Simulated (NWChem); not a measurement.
**O2 (oxygen): levels of theory compared**

Aim: a comparison of 6 runs (UHF/STO-3G, UHF/3-21G, UHF/def2-SVP, UPBE/cc-pVTZ, UPBE0/def2-SVP, UMP2/aug-cc-pVTZ) of O2 (oxygen). 

Program for the calculation: NWChem 7.3.0.

1 further run of the same task is left out (set aside as unsound or not needed). Runs told in other sessions of the task aren't counted.

## 1. The molecule

O2 has 2 atoms, charge 0, and is taken as a triplet. SMILES: `O=O`. The shape is that of a PBE0-D4/def2-TZVP optimisation.

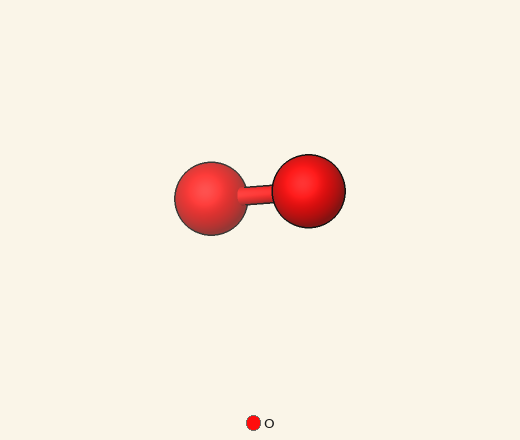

The structure, seen from a chosen angle (oxygen red).

## 2. Energy and forces at UHF/STO-3G (run 1)

o2.nw

```
echo
start o2
title "O2"
memory 2200 mb
geometry units atomic noautosym nocenter noautoz
  O   0.96290995 -0.31152135  0.49595862
  O  -0.96290995  0.31152135 -0.49595862
end
basis "ao basis" spherical bse
  * library STO-3G
end
scf
  triplet
  uhf
  thresh 1e-08
  maxiter 80
  print medium
end
task scf gradient
```

Run with:

```
nwchem o2.nw > o2.out
```

Standard output:

```text
[...]
  functions       =    10
[...]
  wavefunction    = UHF
[...]
         Total SCF energy =   -147.632703510166
      One electron energy =   -260.863719113737
      Two electron energy =     84.838022572073
 Nuclear repulsion energy =     28.392993031497
                       Sz =      1.0000
                 Sz(Sz+1) =      2.0000
                      S^2 =      2.0034
[...]
                         UHF ENERGY GRADIENTS
    atom               coordinates                        gradient
                 x          y          z           x          y          z
   1 O       0.962910  -0.311521   0.495959   -0.055811   0.018056  -0.028746
   2 O      -0.962910   0.311521  -0.495959    0.055811  -0.018056   0.028746
[...]
```

It took 0.58 s on 1 thread of Intel Xeon at 2.60GHz (Ice Lake), shared host; peak memory 0.099 GiB.

## 3. Energy and gradient at UHF/3-21G (run 2)

o2.nw

```
start o2
title "O2 hf"
memory total 2200 mb

geometry noautosym nocenter noautoz
  O        0.509550      -0.164850       0.262450
  O       -0.509550       0.164850      -0.262450
end

basis spherical bse
  * library 3-21G
end

scf
  nopen 2
  uhf
  thresh 1e-08
  maxiter 80
end

task scf gradient
```

Run with:

```
nwchem o2.nw > o2.out
```

Standard output:

```text
[...]
  functions       =    18
[...]
  wavefunction    = UHF
[...]
         Total SCF energy =   -148.765746084558
      One electron energy =   -260.961345711639
      Two electron energy =     83.802604509757
 Nuclear repulsion energy =     28.392995117324
                       Sz =      1.0000
                 Sz(Sz+1) =      2.0000
                      S^2 =      2.0190
[...]
                         UHF ENERGY GRADIENTS
    atom               coordinates                        gradient
                 x          y          z           x          y          z
   1 O       0.962910  -0.311521   0.495959   -0.067036   0.021687  -0.034528
   2 O      -0.962910   0.311521  -0.495959    0.067036  -0.021687   0.034528
[...]
```

Run time: 0.6 s. Hardware: 1 thread of Intel Xeon at 2.60GHz (Ice Lake), shared host; peak memory 0.1 GiB.

Runs 3 to 5 aren't shown in full; the table further down has their settings and results.

## 4. Energy and forces at UMP2/aug-cc-pVTZ (run 6)

input.nw

```
echo
start input
memory 2200 mb
charge 0

geometry units angstroms noautosym nocenter noautoz
  O      0.509550    -0.164850     0.262450
  O     -0.509550     0.164850    -0.262450
end

basis "ao basis" spherical bse
  * library aug-cc-pVTZ
end

scf
  nopen 2
  uhf
  thresh 1e-08
  maxiter 80
end

mp2
  freeze core 2
  tight
end

task mp2 gradient
```

Run with:

```
nwchem input.nw > input.out
```

Standard output:

```text
[...]
  functions       =    92
[...]
  wavefunction    = UHF
[...]
         Total SCF energy =   -149.680352701609
      One electron energy =   -262.249206357752
      Two electron energy =     84.175858538818
 Nuclear repulsion energy =     28.392995117324
                       Sz =      1.0000
                 Sz(Sz+1) =      2.0000
                      S^2 =      2.0468
[...]
          Total MP2 energy          -150.119692417746
[...]
                         mp2 ENERGY GRADIENTS
    atom               coordinates                        gradient
                 x          y          z           x          y          z
   1 O       0.962910  -0.311521   0.495959   -0.037188   0.012031  -0.019154
   2 O      -0.962910   0.311521  -0.495959    0.037188  -0.012031   0.019154
[...]
```

It took 46 s on 1 thread of Intel Xeon at 2.60GHz (Ice Lake), shared host; peak memory 0.24 GiB.

## 5. Overview of the runs

| run | level | iteration cap | module | energy (Eh) | dipole moment (D) | HOMO energy (eV) | LUMO energy (eV) | wall time |
| --- | --- | --- | --- | --- | --- | --- | --- | --- |
| 1 | UHF/STO-3G | 80 | scf | -147.632704 | 0.00 | -11.15 | 7.56 | 0.58 s |
| 2 | UHF/3-21G | 80 | scf | -148.765746 | 0.00 | -14.75 | 3.41 | 0.6 s |
| 3 | UHF/def2-SVP | 80 | scf | -149.493039 | – | – | – | 0.89 s |
| 4 | UPBE/cc-pVTZ | 100 | dft | -150.238646 | – | – | – | 8.7 s |
| 5 | UPBE0/def2-SVP | 100 | dft | -150.052296 | 0.00 | -8.72 | -2.56 | 2.9 s |
| 6 | UMP2/aug-cc-pVTZ | 80 | mp2 | -150.119692 | 0.00 | -15.05 | 2.57 | 46 s |

## 6. Outcome

```
                                                         quantity          value
                                              run 6: total energy  -150.11969 Eh
   run 6: dipole moment (of the density that the program reports)         0.00 D
run 6: HOMO energy (Hartree–Fock orbitals) (highest over α and β)      -15.05 eV
 run 6: LUMO energy (Hartree–Fock orbitals) (lowest over α and β)        2.57 eV
               run 6: correlation energy (2 core orbitals frozen)     -439.3 mEh
                         run 6: ⟨S²⟩ of the reference determinant          2.047
                                  run 6: largest force on an atom     2.238 eV/Å
```

Totals of different functionals can't be ranked against each other. In run 1 the basis is minimal, so the values are rough. All runs together took 60 s, the longest 46 s.
